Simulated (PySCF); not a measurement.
Cu(PH3)F (CuFH3P).

Level of theory: ωB97X/def2-SVPD (PySCF), at a geometry from GFN2-xTB. This is a single-reference result, which may miss multireference character in this system. No frequency check shows the geometry to be a minimum. GFN2-xTB bond lengths at metals and heavier atoms can be off by up to 0.1 Å and shapes distorted, which carries into these values.

Cartesian coordinates (Å):

```
Cu1     -0.4610    0.0002    0.0000
P2       1.7068   -0.0002   -0.0001
H3       2.4249   -1.1449   -0.2868
H4       2.4249    0.3235    1.1351
H5       2.4251    0.8208   -0.8475
F6      -2.1677   -0.0004    0.0000
```

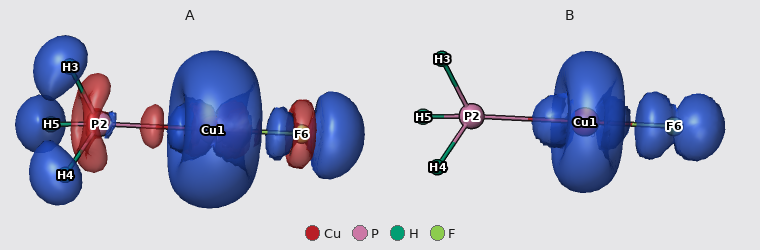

The Fukui function f⁻ from two separate SCF calculations and the density of the HOMO, at ±0.02 e/Å³ (blue positive, red negative).

Which panel is which, and how good is the frozen-orbital picture?

Answer. A is f⁻ (it has negative regions), B the HOMO density. The HOMO lies on Cu1 (79 %) and F6 (17 %); f⁻ (Hirshfeld-condensed) is largest on Cu1 (0.58); the vertical ionisation energy is 9.65 eV. Relaxation shifts 21 % of the electron between atoms. The orbital energy is −9.72 eV.

Cost of the run: 55 s on 1 thread of AMD EPYC 9R14 (Zen 4), with other jobs on the host, peak memory 0.55 GiB.
